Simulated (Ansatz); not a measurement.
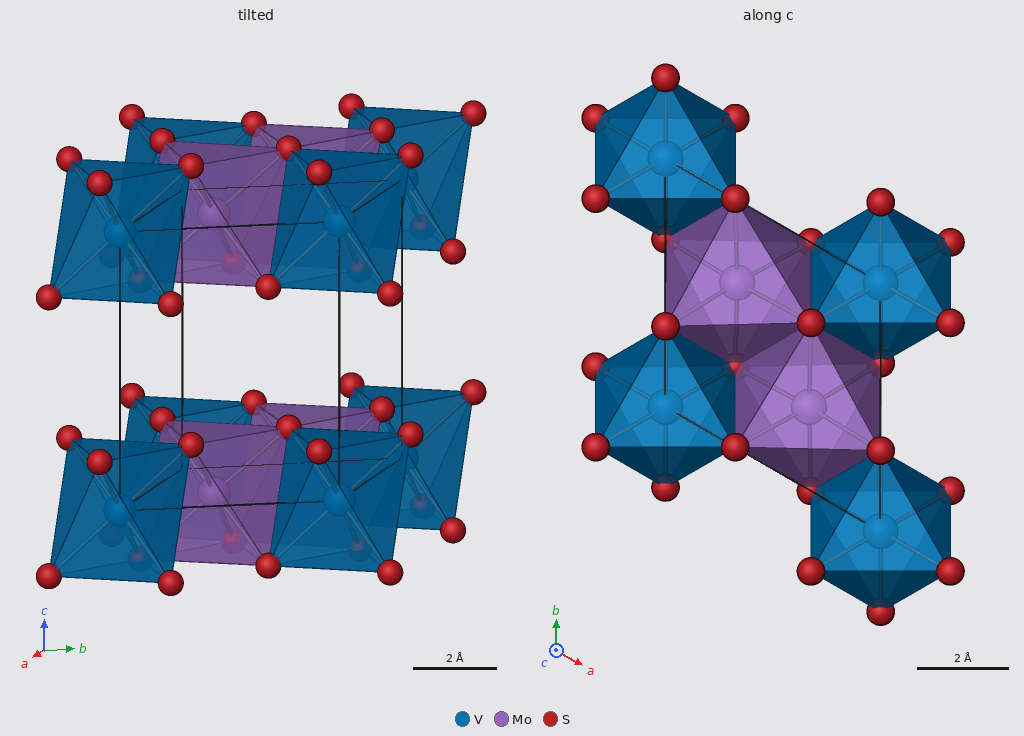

Crystal structure, polyhedral style, seen slightly off an axis and along the c axis. The lines enclose the conventional unit cell; boundary atoms appear with their images. Some atoms of the next cells are drawn as well.

VMo2S6, space group P-31m (No. 162), a = 5.512 Å, b = 5.512 Å, c = 6.931 Å, α = 90.00°, β = 90.00°, γ = 120.00°. Provenance: a structure type filled with these elements by a generator (whether the compound takes this form wasn't checked). Earlier steps of the study may have refined or changed the cell and positions. It was the input of a calculation with Ansatz.

This one geometry was computed with Ansatz (DFT, plane waves, PAW) at three levels of theory: PBE, r2SCAN and LDA.

Q: Which level gives the highest pressure at this volume, and what does that say about its equilibrium volume?

A: Highest: PBE (0.0 GPa), which points to the largest equilibrium volume. Lowest, with the smallest volume: LDA (-6.3 GPa). Levels within 0.5 GPa of each other can't be told apart.

Q: How does the band gap change with the level of theory?

A: All levels give a metal.

Q: Collect the results in a table.

A:
| level | cutoff (eV) | k-mesh of the run's cell | gap (eV) | pressure (GPa) |
| --- | --- | --- | --- | --- |
| PBE | 420 | 12×12×6 | metal | 0.0 |
| r2SCAN | 500 | 12×12×6 | metal | -1.0 |
| LDA | 420 | 12×12×6 | metal | -6.3 |

Gaps are taken on the k-mesh or band path of each run.
